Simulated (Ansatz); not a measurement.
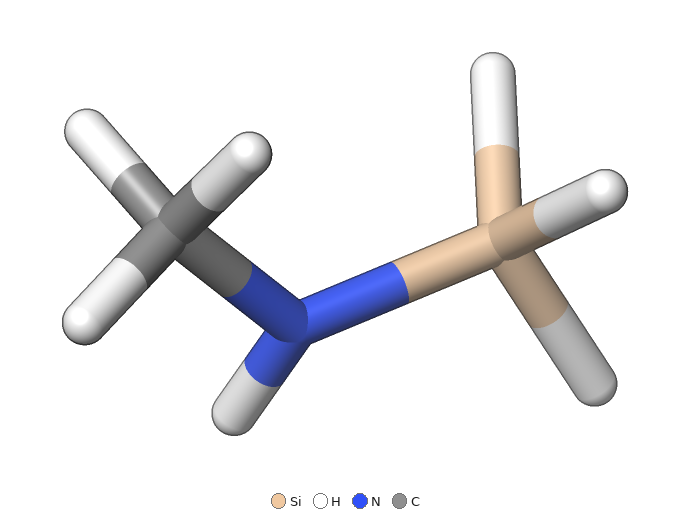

A stick model of a molecule.

The computed structure is the end point of a PBE0-D4/def2-TZVP optimisation.

Description:

It has 10 atoms: 1 carbon, 7 hydrogen, 1 nitrogen and 1 silicon (CH7NSi). The point group is C1. Coordination, clear cases only: 1 Si tetrahedral; 1 C tetrahedral.

The parts below concern this one geometry. Atoms keep their numbers from picture to picture.

**Shape**

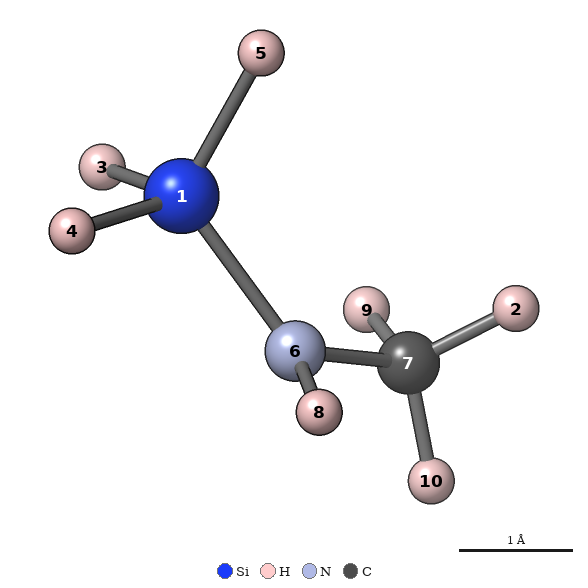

Which atoms are bonded, and how long are the bonds?

```
  bond  length (Å)
Si1–H3       1.488
Si1–H4       1.486
Si1–H5       1.496
Si1–N6       1.716
 H2–C7       1.098
 N6–C7       1.447
 N6–H8       1.007
 C7–H9       1.093
C7–H10       1.094
```

**Electronic properties**

Properties computed with RKS CAM-B3LYP-D4/def2-TZVPP (Ansatz 0.2.0).

Estimate the dispersion correction.

Answer. −12.6 kJ/mol.

**Charges**

The questions are on Mulliken charges. Level of theory: RKS PBE0-D4/def2-TZVP (Ansatz 0.2.0).

Give the Mulliken charges atom by atom.

```
atom  value (e)
 Si1       0.24
  H2       0.12
  H3      −0.04
  H4      −0.03
  H5      −0.05
  N6      −0.43
  C7      −0.28
  H8       0.22
  H9       0.13
 H10       0.13
```

**Vibrations**

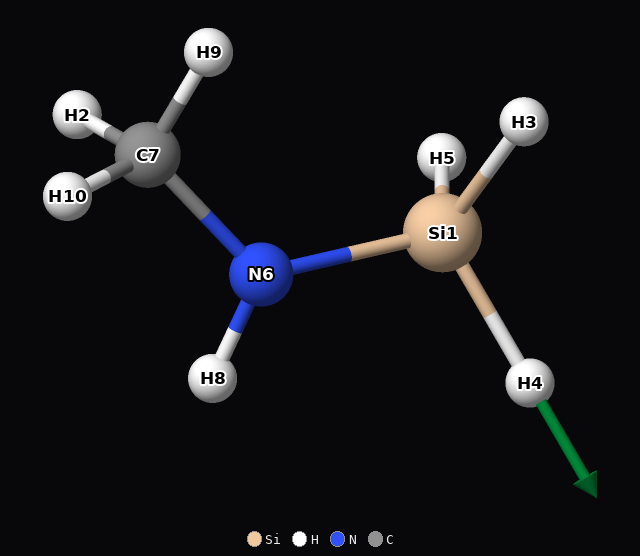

The arrows show one normal mode. Harmonic vibrations computed with RKS PBE0-D4/def2-TZVP (Ansatz 0.2.0) at a stationary point of the same level.

What kind of motion is it?

Answer. Mostly Si–H stretching.

Estimate its harmonic wavenumber.

Answer. 2231 cm⁻¹; it is mode 20 of 24 counted from the lowest.

Mulliken values depend strongly on the basis set and can even reverse the polarity of a bond.
